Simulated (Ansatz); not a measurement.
Start from BAs in the zinc blende structure (space group F-43m, No. 216; a = 4.784 Å). Axes: x, y, z lie along the cube axes.

It is then changed as follows: tensile biaxial strain of 1.00 % in the plane normal to [001], as in epitaxy on a mismatched substrate; the out-of-plane cell vector and the atoms relax.

All numbers come from DFT with r2SCAN, PAW potentials and a 500 eV plane-wave cutoff in Ansatz (a quantum-chemistry and plane-wave program), scalar-relativistic without spin-orbit coupling.

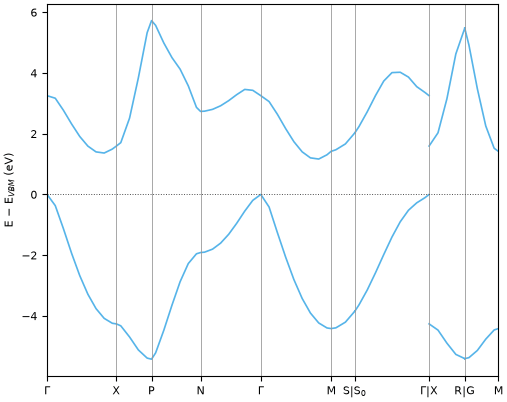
Figure: Highest valence and lowest conduction band along the path of the changed cell's own zone

Q: Read the changed gap and its character from the plot.

A: About 1.2 eV, indirect, Γ → Γ–M (82 % along).

Whether these cells are dynamically stable was not tested. k-point labels follow each cell's own Brillouin zone.
